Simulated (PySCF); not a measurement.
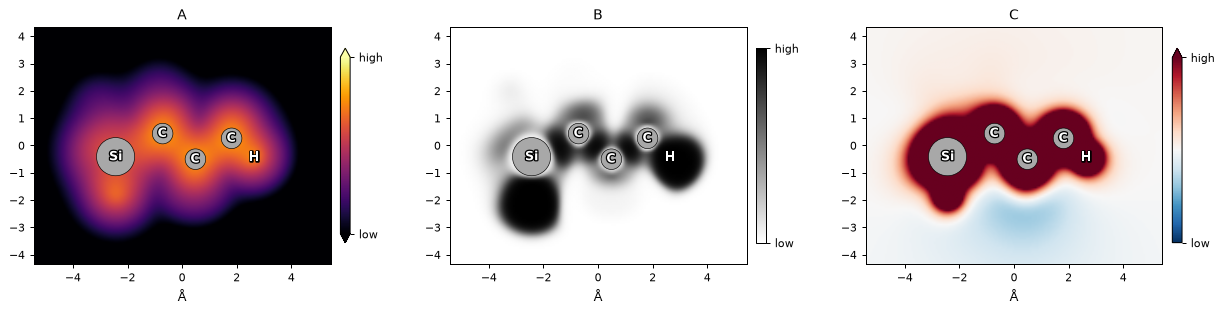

C5H12OSi: 3 fields on the plane of atoms C1, C2 and C4, with unlabelled colour scales. Grey discs cover the atomic cores.

Geometry: GFN2-xTB.

Theory: PySCF, PBE0/pcSseg-1, SCF density, gas phase, non-relativistic.

### The panels show electron density, electron localisation function and electrostatic potential in some order. Assign them.

Panel A: electron density. Panel B: electron localisation function. Panel C: electrostatic potential (strongly positive close to the atoms, with negative regions outside electron-rich atoms). From the grid: C–C (1.52 Å): the density is about 1.7 e/Å³ at the midpoint; the ELF peaks at about 0.95 between the atoms (a covalent bond). C–Si (1.92 Å): the density is about 0.89 e/Å³ at the midpoint; the ELF peaks at about 0.95 between the atoms; a covalent bond.
